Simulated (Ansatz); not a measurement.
**A ladder of methods for PHF2 (difluorophosphine)**

The species is PHF2 (4 atoms), meant as a singlet with charge 0. As SMILES, `FPF`. The coordinates come from a GFN2-xTB relaxation.

```xyz
4

F     1.2007    0.6039   -0.2440
P    -0.0208   -0.4330   -0.4600
F    -1.1772    0.6655   -0.1956
H    -0.0027   -0.8363    0.8997
```

Quantity: the vertical ionisation energy (to the doublet cation), in eV. The values are calculated.

| level | kind | program | value (eV) | less FCI/STO-3G | CPU time (all runs) |
| --- | --- | --- | --- | --- | --- |
| BLYP/STO-3G | GGA | Ansatz | 6.80 | -0.01 | 2.9 s |
| r2SCAN/STO-3G | meta-GGA | Ansatz | 7.28 | +0.47 | 7.1 s |
| BHLYP/STO-3G | global hybrid | Ansatz | 8.01 | +1.20 | 2.8 s |
| CAM-B3LYP/STO-3G | range-separated hybrid | Ansatz | 7.62 | +0.81 | 3.4 s |
| RPA@PBE/STO-3G | RPA | Ansatz | 6.05 | -0.76 | 4.3 s |
| MP2/STO-3G | perturbation theory | Ansatz | 7.26 | +0.45 | 0.36 s |
| BCCD(T)/STO-3G | coupled cluster or CI | Ansatz | 6.88 | +0.07 | 0.77 s |
| CCSD(T)/STO-3G | coupled cluster or CI | Ansatz | 6.89 | +0.08 | 0.59 s |
| FCI/STO-3G | exact in the basis | Ansatz | 6.81 | 0.00 | 2.3 s |

FCI/STO-3G is exact within its basis and frozen core, so for wave-function methods in that basis the difference is their error; functionals converge differently with the basis, so for them it is only a difference. The values span 6.05 to 8.01 eV. All rows use very small basis sets, so none should be taken for the real molecule's value. In so small a basis fixed costs decide the times, and correlated methods can beat functionals. CPU times are rough (shared hosts, several kinds of processor and program).

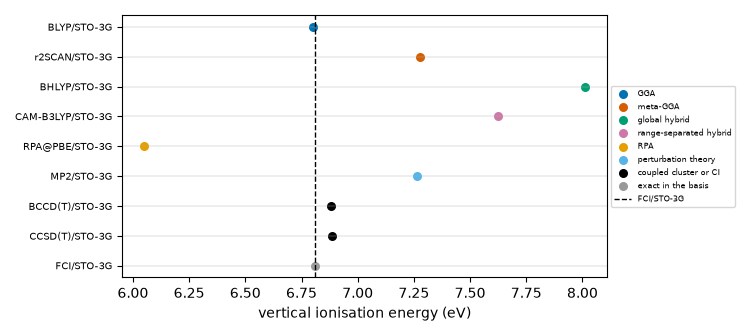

The values of the table, level by level.
